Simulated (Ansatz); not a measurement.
# CH2F2SSi: single points with varied inputs

Aim: run CH2F2SSi under a spread of inputs, and see what each costs and gives.

The runs use Ansatz 0.2.0, Gaussian basis; the settings change from run to run.

## (1) The molecule

An earlier PBE0-D4 in a triple-zeta def2 set relaxation fixed the geometry.

7 atoms, charge 0, spin multiplicity 1.

Atoms are counted from 1 here; the program's logs count them from 0.

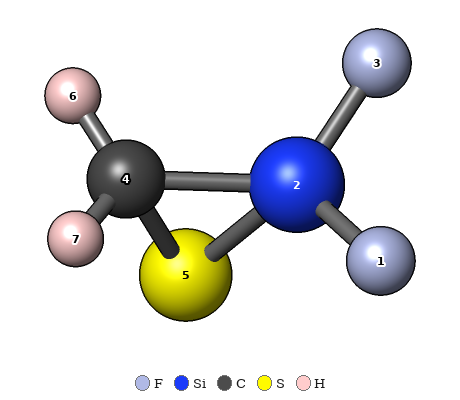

The structure; fluorine light blue, silicon blue, carbon dark grey, sulfur yellow, hydrogen pink; atoms are numbered from 1 in the order of the file.

## (2) PBE/def2-SVP

Options: D4 dispersion, the search for lower states set to full.

Input file in.yaml:

```yaml
crystal:
  periodic: [false, false, false]
  atoms:
    - {symbol: F, position_ang: [-0.217994, -2.140569, 0.248751]}
    - {symbol: Si, position_ang: [0.446852, -0.713657, 0.166427]}
    - {symbol: F, position_ang: [1.649141, -0.748713, 1.185327]}
    - {symbol: C, position_ang: [-0.539526, 0.776117, -0.081362]}
    - {symbol: S, position_ang: [0.563607, 0.313302, -1.592685]}
    - {symbol: H, position_ang: [-0.244732, 1.726499, 0.352861]}
    - {symbol: H, position_ang: [-1.595949, 0.719120, -0.325120]}
basis:
  gaussian: {orbitals: def2-SVP}
hamiltonian: {xc: {name: PBE}, dispersion: d4}
scf: {lower_state_search: full}
```

Run with:

```
$ ansatz run in.yaml --threads 2 --pin off --events-out ev --progress --plain --max-ram 4352MiB
```

The program printed:

```text
Functional definition: PBE
  name "PBE"
  cite "Perdew, Burke & Ernzerhof, Phys. Rev. Lett. 77, 3865 (1996) doi:10.1103/PhysRevLett.77.3865"
  parent pbe
  parameter kappa = 0.804
  parameter beta = 0.06672455060314922
  exchange = pbe_x(kappa = kappa, mu = beta*pi^2/3)
  correlation = pbe_c(beta = beta)
971 factors; their error is unknown
mean field evaluation 1: about -25184.8783 eV, gradient 6.3e1 eV
mean field evaluation 2: about -25167.7693 eV, gradient 1.0e2 eV
mean field evaluation 4: about -25193.0437 eV, gradient 6.7e0 eV
mean field evaluation 8: about -25193.1870 eV, gradient 1.7e-1 eV
mean field evaluation 16: about -25193.1137 eV, gradient 7.8e-5 eV
mean field -25193.11367533 eV, -925.8298510628 hartree, gradient 7.8e-5 eV, S^2 0.000000; 0 other end points of the search recorded, 0 dependent functions left out
reference -25193.11370368 eV, -925.8298521044 hartree; 28, 28 occupied and 60, 60 virtual orbitals, 971 factors
Total energy: -25193.29332690 eV, -925.8364531360 hartree
```

Run time: 0.6 s. Hardware: 2 threads of Intel Xeon Platinum 8559C, shared host.

## (3) r2SCAN50/aug-pcseg-2

This run has D3(BJ) with three-body dispersion, the search for lower states set to light.

Edit in.yaml of step 2 so:

```diff
@@ -11,4 +11,4 @@
 basis:
-  gaussian: {orbitals: def2-SVP}
-hamiltonian: {xc: {name: PBE}, dispersion: d4}
-scf: {lower_state_search: full}
+  gaussian: {orbitals: aug-pcseg-2}
+hamiltonian: {xc: {name: r2SCAN50}, dispersion: d3bjatm}
+scf: {lower_state_search: light}
```

The command is unchanged.

The program printed, cut to the lines that bear on the results:

```text
Functional definition: r2SCAN50
  name "r2SCAN50"
  cite "Bursch, Neugebauer, Ehlert & Grimme, J. Chem. Phys. 156, 134105 (2022) doi:10.1063/5.0086040"
  cite "Furness, Kaplan, Ning, Perdew & Sun, J. Phys. Chem. Lett. 11, 8208 (2020) doi:10.1021/acs.jpclett.0c02405"
  cite "Furness, Kaplan, Ning, Perdew & Sun, J. Phys. Chem. Lett. 11, 9248 (2020) doi:10.1021/acs.jpclett.0c03077"
  parent r2scan
[...]
1520 factors; their error is unknown
[...]
mean field -25217.24909844 eV, -926.7168115022 hartree, gradient 1.0e-5 eV, S^2 0.000000; 0 other end points of the search recorded, 0 dependent functions left out
reference -25217.24911541 eV, -926.7168121260 hartree; 28, 28 occupied and 256, 256 virtual orbitals, 1520 factors
Total energy: -25217.30552153 eV, -926.7188850125 hartree
```

Run time: 6 s. Hardware: 2 threads of Intel Xeon Platinum 8559C, shared host; peak memory 0.71 GiB.

## (4) PBE-QIDH/def2-mTZVPP

This run has charge -1, multiplicity 2.

Edit in.yaml of step 3 so:

```diff
@@ -11,4 +11,6 @@
 basis:
-  gaussian: {orbitals: aug-pcseg-2}
-hamiltonian: {xc: {name: r2SCAN50}, dispersion: d3bjatm}
-scf: {lower_state_search: light}
+  gaussian: {orbitals: def2-mTZVPP}
+total_charge: -1
+magnetization: {spin_polarized: true, initial_magnetization: 1}
+hamiltonian: {xc: {name: PBE-QIDH}}
+output: {forces: true}
```

Launched as before.

The program printed, cut to the lines that bear on the results:

```text
Functional definition: PBE-QIDH
  name "PBE-QIDH"
  cite "Brémond, Sancho-García, Pérez-Jiménez & Adamo, J. Chem. Phys. 141, 031101 (2014) doi:10.1063/1.4890314"
  cite "Perdew, Burke & Ernzerhof, Phys. Rev. Lett. 77, 3865 (1996) doi:10.1103/PhysRevLett.77.3865"
[...]
1182 factors; integrals over basis functions are off by at most 5.5e-4 eV
[...]
mean field -25192.57006690 eV, -925.8098738215 hartree, gradient 7.7e-6 eV, S^2 0.760220; 2 other end points of the search recorded, 0 dependent functions left out
13 core orbitals not correlated: weight in the atoms' cores, before any rotation towards them, 1.000 or more for the frozen orbitals, at most 0.000 for the correlated occupied ones
reference -25192.57007758 eV, -925.8098742139 hartree; 16, 15 occupied and 102, 103 virtual orbitals, 1182 factors
second order -25.53213524 eV of doubles, -0.00000000 eV of singles
[...]
Total energy: -25201.08078933 eV, -926.1226371018 hartree
Atom 0 at    -0.217994    -2.140569     0.248751 Å, force    -0.772047    -1.647368     0.187996 eV/Å
Atom 1 at     0.446852    -0.713657     0.166427 Å, force    -0.849419     0.984878     0.229234 eV/Å
Atom 2 at     1.649141    -0.748713     1.185327 Å, force     1.336802    -0.075116     1.245862 eV/Å
Atom 3 at    -0.539526     0.776117    -0.081362 Å, force    -1.210751     0.295975     1.972801 eV/Å
Atom 4 at     0.563607     0.313302    -1.592685 Å, force     1.565920     0.413286    -3.735233 eV/Å
Atom 5 at    -0.244732     1.726499     0.352861 Å, force    -0.072657    -0.013605     0.030608 eV/Å
Atom 6 at    -1.595949     0.719120    -0.325120 Å, force     0.002153     0.041949     0.068733 eV/Å
Dipole moment:    -0.046131    -0.136211     0.294414 e Å
```

It took 13 s on 2 threads of Intel Xeon Platinum 8559C, shared host; peak memory 0.82 GiB.

Largest force 4.071 eV/Å, ⟨S²⟩ 0.760.

## (5) CCSDT/STO-3G

Set apart from the defaults: correlated electrons set to all.

Edit in.yaml of step 4 so:

```diff
@@ -11,6 +11,4 @@
 basis:
-  gaussian: {orbitals: def2-mTZVPP}
-total_charge: -1
-magnetization: {spin_polarized: true, initial_magnetization: 1}
-hamiltonian: {xc: {name: PBE-QIDH}}
-output: {forces: true}
+  gaussian: {orbitals: STO-3G}
+hamiltonian: {xc: {name: HF}}
+correlation: {method: ccsdt, electrons: all}
```

Launched as before.

The program printed, cut to the lines that bear on the results:

```text
Functional definition: HF
  name "HF"
  cite "Fock, Z. Phys. 61, 126 (1930) doi:10.1007/BF01340294"
  parent pbe
[...]
690 factors; integrals over basis functions are off by at most 4.7e-8 eV
[...]
mean field -24855.89894693 eV, -913.4374383664 hartree, gradient 1.1e-6 eV, S^2 0.000000; 0 other end points of the search recorded, 0 dependent functions left out
reference -24855.89894693 eV, -913.4374383664 hartree; 28, 28 occupied and 7, 7 virtual orbitals, 690 factors
second order -4.14325746 eV of doubles, -0.00000000 eV of singles
cycle   1  -4.66223536 eV  change   -5.2e-1 eV  update   9.3e-2
[...]
cycle  13  -5.22285739 eV  change    3.0e-6 eV  update   2.3e-6
Total energy: -24861.12180432 eV, -913.6293748352 hartree
```

It took 4 s on 2 threads of Intel Xeon Platinum 8559C, shared host; peak memory 0.25 GiB.

T1 0.007.

## (6) RPA/aug-pcseg-2

Options: correlated electrons set to outside_noble_gas, the search for lower states set to off.

Edit in.yaml of step 5 so:

```diff
@@ -11,4 +11,5 @@
 basis:
-  gaussian: {orbitals: STO-3G}
-hamiltonian: {xc: {name: HF}}
-correlation: {method: ccsdt, electrons: all}
+  gaussian: {orbitals: aug-pcseg-2}
+hamiltonian: {xc: {name: PBE}}
+correlation: {method: rpa, electrons: outside_noble_gas}
+scf: {lower_state_search: off}
```

Launched as before.

The program printed, cut to the lines that bear on the results:

```text
Functional definition: PBE
  name "PBE"
  cite "Perdew, Burke & Ernzerhof, Phys. Rev. Lett. 77, 3865 (1996) doi:10.1103/PhysRevLett.77.3865"
  parent pbe
[...]
1831 factors; integrals over basis functions are off by at most 1.0e-3 eV
[...]
mean field -25208.67630209 eV, -926.4017670474 hartree, gradient 5.8e-6 eV, S^2 0.000000; 0 other end points of the search recorded, 0 dependent functions left out
13 core orbitals not correlated: weight in the atoms' cores, before any rotation towards them, 1.000 or more for the frozen orbitals, at most 0.000 for the correlated occupied ones
reference -25158.82582699 eV, -924.5697958771 hartree; 15, 15 occupied and 256, 256 virtual orbitals, 1831 factors
Total energy: -25198.48000651 eV, -926.0270600959 hartree
Checks for a lower state left out: stability, starts, cluster_reference, orbital_swaps, neighbouring_geometries, increment
```

Wall time 6.5 s (2 threads of Intel Xeon Platinum 8559C, shared host); peak memory 0.88 GiB.

## (7) revPBE0/6-31G*

Set apart from the defaults: a grid of angular degree 11, high accuracy.

Edit in.yaml of step 6 so:

```diff
@@ -11,5 +11,5 @@
 basis:
-  gaussian: {orbitals: aug-pcseg-2}
-hamiltonian: {xc: {name: PBE}}
-correlation: {method: rpa, electrons: outside_noble_gas}
-scf: {lower_state_search: off}
+  gaussian: {orbitals: "6-31G*", final_grid: {core_spheres: 5, valence_spheres: 4, degree: 11}}
+hamiltonian: {xc: {name: revPBE0}}
+accuracy: high
+output: {forces: true}
```

The command is unchanged.

The program printed, cut to the lines that bear on the results:

```text
Functional definition: revPBE0
  name "revPBE0"
  cite "Zhang & Yang, Phys. Rev. Lett. 80, 890 (1998) doi:10.1103/PhysRevLett.80.890"
  cite "Adamo & Barone, J. Chem. Phys. 110, 6158 (1999) doi:10.1063/1.478522"
  cite "Perdew, Burke & Ernzerhof, Phys. Rev. Lett. 77, 3865 (1996) doi:10.1103/PhysRevLett.77.3865"
[...]
1834 factors; integrals over basis functions are off by at most 3.7e-9 eV
[...]
mean field -25212.02094765 eV, -926.5246805045 hartree, gradient 1.7e-8 eV, S^2 0.000000; 0 other end points of the search recorded, 0 dependent functions left out
[...]
reference -25212.02094952 eV, -926.5246805732 hartree; 28, 28 occupied and 59, 59 virtual orbitals, 1834 factors
Total energy: -25212.02094952 eV, -926.5246805732 hartree
Atom 0 at    -0.217994    -2.140569     0.248751 Å, force    -0.349194    -0.737842     0.107269 eV/Å
Atom 1 at     0.446852    -0.713657     0.166427 Å, force    -0.053829     0.329271    -0.382728 eV/Å
Atom 2 at     1.649141    -0.748713     1.185327 Å, force     0.586129    -0.040184     0.576436 eV/Å
Atom 3 at    -0.539526     0.776117    -0.081362 Å, force    -0.097230     0.193860    -0.095149 eV/Å
Atom 4 at     0.563607     0.313302    -1.592685 Å, force     0.108304     0.111529    -0.380640 eV/Å
Atom 5 at    -0.244732     1.726499     0.352861 Å, force    -0.008351     0.137872     0.131576 eV/Å
Atom 6 at    -1.595949     0.719120    -0.325120 Å, force    -0.185829     0.005494     0.043236 eV/Å
Dipole moment:    -0.214329     0.169332     0.175676 e Å
```

It took 2.1 s on 2 threads of Intel Xeon Platinum 8559C, shared host; peak memory 0.28 GiB.

Largest force 0.823 eV/Å, dipole 1.56 D.

## (8) revPBE/def2-TZVP

This run has charge +1, multiplicity 2, restricted open-shell orbitals, atoms shaken by 0.08 Å, D3(BJ) dispersion.

Input file in.yaml:

```yaml
crystal:
  periodic: [false, false, false]
  atoms:
    - {symbol: F, position_ang: [-0.147959, -2.034072, 0.160578]}
    - {symbol: Si, position_ang: [0.545394, -0.776016, 0.096265]}
    - {symbol: F, position_ang: [1.817274, -0.761182, 1.071388]}
    - {symbol: C, position_ang: [-0.604110, 0.798588, -0.143527]}
    - {symbol: S, position_ang: [0.640901, 0.348013, -1.604299]}
    - {symbol: H, position_ang: [-0.257138, 1.756541, 0.234262]}
    - {symbol: H, position_ang: [-1.694025, 0.754809, -0.275025]}
basis:
  gaussian: {orbitals: def2-TZVP}
total_charge: 1
magnetization: {spin_polarized: false, initial_magnetization: 1}
hamiltonian: {xc: {name: revPBE}, dispersion: d3bj}
```

Same command.

The program printed, cut to the lines that bear on the results:

```text
Functional definition: revPBE
  name "revPBE"
  cite "Zhang & Yang, Phys. Rev. Lett. 80, 890 (1998) doi:10.1103/PhysRevLett.80.890"
  cite "Perdew, Burke & Ernzerhof, Phys. Rev. Lett. 77, 3865 (1996) doi:10.1103/PhysRevLett.77.3865"
[...]
1093 factors; their error is unknown
[...]
mean field -25207.02210359 eV, -926.3409763737 hartree, gradient 2.5e-6 eV, S^2 0.750000; 4 other end points of the search recorded, 0 dependent functions left out
reference -25207.02214707 eV, -926.3409779715 hartree; 28, 27 occupied and 151, 152 virtual orbitals, 1093 factors
Total energy: -25207.41567297 eV, -926.3554397816 hartree
```

It took 7 s on 2 threads of Intel Xeon Platinum 8559C, shared host; peak memory 0.46 GiB.

## (9) B97/6-31G

Options: charge -1, multiplicity 2, restricted open-shell orbitals, density fitting with def2-universal-jkfit.

Input file in.yaml:

```yaml
crystal:
  periodic: [false, false, false]
  atoms:
    - {symbol: F, position_ang: [-0.217994, -2.140569, 0.248751]}
    - {symbol: Si, position_ang: [0.446852, -0.713657, 0.166427]}
    - {symbol: F, position_ang: [1.649141, -0.748713, 1.185327]}
    - {symbol: C, position_ang: [-0.539526, 0.776117, -0.081362]}
    - {symbol: S, position_ang: [0.563607, 0.313302, -1.592685]}
    - {symbol: H, position_ang: [-0.244732, 1.726499, 0.352861]}
    - {symbol: H, position_ang: [-1.595949, 0.719120, -0.325120]}
basis:
  gaussian: {orbitals: 6-31G, fitting: {mean_field: def2-universal-jkfit}}
total_charge: -1
magnetization: {spin_polarized: false, initial_magnetization: 1}
hamiltonian: {xc: {name: B97}}
```

Same command.

The program printed, cut to the lines that bear on the results:

```text
Functional definition: B97
  name "B97"
  cite "Becke, J. Chem. Phys. 107, 8554 (1997) doi:10.1063/1.475007"
[...]
      + integral(e_c_pw_opposite_spin*poly(b97_u_opposite, cos0, cos1, cos2))
521 factors; integrals over basis functions are off by at most 3.7e-2 eV
[...]
mean field -25207.85392505 eV, -926.3715452485 hartree, gradient 2.3e-5 eV, S^2 0.750000; 4 other end points of the search recorded, 0 dependent functions left out
reference -25207.85394983 eV, -926.3715461590 hartree; 29, 28 occupied and 28, 29 virtual orbitals, 521 factors
Total energy: -25207.85394983 eV, -926.3715461590 hartree
```

Run time: 3.1 s. Hardware: 2 threads of Intel Xeon Platinum 8559C, shared host; peak memory 0.25 GiB.

## (10) rPW86-PBE/def2-TZVP

Options: charge +1, multiplicity 2, finite nuclei, relativity set to none.

Edit in.yaml of step 9 so:

```diff
@@ -11,5 +11,5 @@
 basis:
-  gaussian: {orbitals: 6-31G, fitting: {mean_field: def2-universal-jkfit}}
-total_charge: -1
-magnetization: {spin_polarized: false, initial_magnetization: 1}
-hamiltonian: {xc: {name: B97}}
+  gaussian: {orbitals: def2-TZVP, nuclear_model: gaussian}
+total_charge: 1
+magnetization: {spin_polarized: true, initial_magnetization: 1}
+hamiltonian: {xc: {name: rPW86-PBE}, pseudopotentials: {relativity: none}}
```

The command is unchanged.

The program printed:

```text
Functional definition: rPW86-PBE
  name "rPW86-PBE"
  cite "Murray, Lee & Langreth, J. Chem. Theory Comput. 5, 2754 (2009) doi:10.1021/ct900365q"
  cite "Perdew, Burke & Ernzerhof, Phys. Rev. Lett. 77, 3865 (1996) doi:10.1103/PhysRevLett.77.3865"
  parent pbe
  exchange = rpw86_x
  correlation = pbe_c
1093 factors; their error is unknown
mean field evaluation 1: about -25217.5709 eV, gradient 8.3e1 eV
mean field evaluation 2: about -25075.9614 eV, gradient 2.0e2 eV
mean field evaluation 4: about -25238.7092 eV, gradient 2.8e1 eV
mean field evaluation 8: about -25242.0533 eV, gradient 1.1e0 eV
mean field evaluation 16: about -25242.0413 eV, gradient 3.2e-3 eV
mean field evaluation 32: about -25241.9219 eV, gradient 7.8e-1 eV
mean field -25242.04134435 eV, -927.6279097346 hartree, gradient 1.1e-5 eV, S^2 0.754269; 3 other end points of the search recorded, 0 dependent functions left out
reference -25242.04143747 eV, -927.6279131568 hartree; 28, 27 occupied and 151, 152 virtual orbitals, 1093 factors
Total energy: -25242.04143747 eV, -927.6279131568 hartree
```

It took 7.5 s on 2 threads of Intel Xeon Platinum 8559C, shared host; peak memory 0.36 GiB.

⟨S²⟩ 0.754.

## (11) All runs side by side

| level | charge | multiplicity | geometry | functions | energy (eV) | time |
| --- | --- | --- | --- | --- | --- | --- |
| PBE/def2-SVP | 0 | 1 | relaxed | 88 | -25193.293 | 0.6 s |
| r2SCAN50/aug-pcseg-2 | 0 | 1 | relaxed | 284 | -25217.306 | 6 s |
| PBE-QIDH/def2-mTZVPP | -1 | 2 | relaxed | 131 | -25201.081 | 13 s |
| CCSDT/STO-3G | 0 | 1 | relaxed | 35 | -24861.122 | 4 s |
| RPA/aug-pcseg-2 | 0 | 1 | relaxed | 284 | -25198.480 | 6.5 s |
| revPBE0/6-31G* | 0 | 1 | relaxed | 87 | -25212.021 | 2.1 s |
| revPBE/def2-TZVP | 1 | 2 | shaken | 179 | -25207.416 | 7 s |
| B97/6-31G | -1 | 2 | relaxed | 57 | -25207.854 | 3.1 s |
| rPW86-PBE/def2-TZVP | 1 | 2 | relaxed | 179 | -25242.041 | 7.5 s |

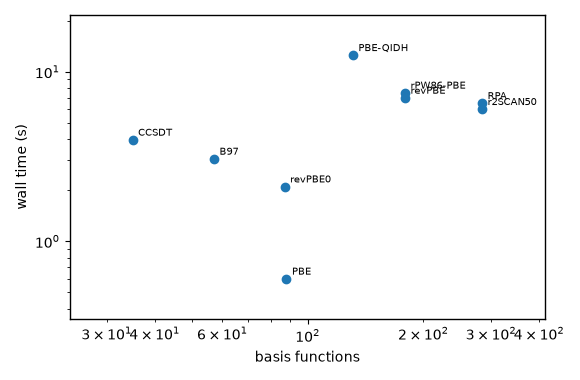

Wall time against the number of basis functions (shared host).

## (12) Outcome

| quantity | value |
| --- | --- |
| runs | 9 |
| quickest | PBE/def2-SVP, 0.6 s |
| slowest | PBE-QIDH/def2-mTZVPP, 13 s |
| spread of total energies, same state and geometry | 356.2 eV |

**Reading.** PBE-QIDH/def2-mTZVPP took 21 times as long as PBE/def2-SVP. The jobs differ in tasks and options as well as level. The totals spread over 356 eV; they can't be compared across methods or bases. At the PBE0-D4/def2-TZVP geometry and in the same state, runs without warnings or point charges leave forces up to 0.82 eV/Å (revPBE0/6-31G*).
